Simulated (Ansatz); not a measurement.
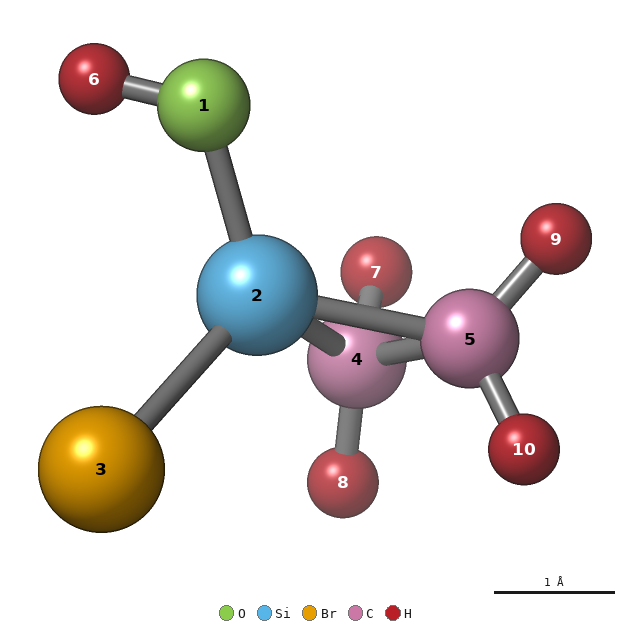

Orthographic view. Distant atoms are faded towards the background colour. Computed geometry: PBE-D4/def2-SVP optimisation. No frequency run is at hand to confirm it as a minimum.

Write a Z-matrix (Å, degrees) in the order of the atom numbers, with these reference atoms: 2 to 1; 3 to 2, 1; 4 to 2, 1, 3; 5 to 4, 2, 1; 6 to 1, 2, 5; 7 to 4, 5, 2; 8 to 4, 7, 5; 9 to 5, 4, 8; 10 to 5, 9, 4.

```
O  
Si   1   1.671
Br   2   2.234   1   112.5
C    2   1.847   1   122.4   3   152.0
C    4   1.595   2    63.9   1   102.0
H    1   0.974   2   115.0   5   153.4
H    4   1.105   5   115.6   2   112.4
H    4   1.104   7   112.2   5  -136.0
H    5   1.105   4   115.8   8   134.7
H    5   1.104   9   112.2   4   136.0
```
